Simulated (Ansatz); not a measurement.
Input

```
crystal:
  periodic: [false, false, false]
  atoms:
    - {symbol: B, position_ang: [0.271779, 0.231859, -0.173355]}
    - {symbol: F, position_ang: [0.871848, -1.228480, 0.257192]}
    - {symbol: O, position_ang: [-0.042074, 0.214110, -1.500559]}
    - {symbol: O, position_ang: [1.058844, 1.226938, 0.341739]}
    - {symbol: H, position_ang: [-0.122288, -1.334592, 0.805420]}
    - {symbol: Se, position_ang: [-1.523680, -0.293245, 1.070700]}
    - {symbol: H, position_ang: [0.390097, 0.928817, -1.975031]}
    - {symbol: H, position_ang: [1.325386, 1.118124, 1.254848]}
    - {symbol: H, position_ang: [-2.230013, -0.863630, -0.080854]}
basis:
  gaussian: {orbitals: def2-TZVPP}
hamiltonian: {xc: pbe0, dispersion: d4}
output: {orbitals: {seedname: orbitals}}
```

Launched as:

```sh
ansatz run in.yaml --threads 8 --pin off --events-out ev --progress --plain --max-ram 19148MiB
```

A transition-state structure; geometry: PBE0-D4/def2-TZVP.

Theory: RKS PBE0-D4/def2-TZVPP in Ansatz.

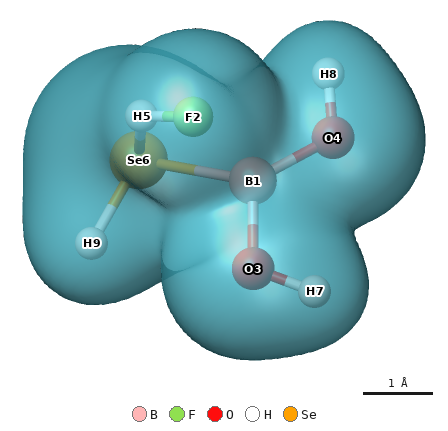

BFH$_{4}$O$_{2}$Se. Isosurface of the total electron density at 0.05 e/Å³ (cyan), seen at a tilt.

What does this surface tell about the bonding?

Answer. At this value the surface is in one piece. It bridges the sampled F···H (1.14 Å), B–O (1.36 Å), B–Se (2.25 Å) and O–H (0.96 Å) contacts, where the density stays above the isovalue. On the grid the lowest density along these lines, outside the cores, is 1.3 e/Å³ (F···H, 1.14 Å), 1.5 e/Å³ (B–O, 1.36 Å), 0.54 e/Å³ (B–Se, 2.25 Å) and 2.5 e/Å³ (O–H, 0.96 Å).
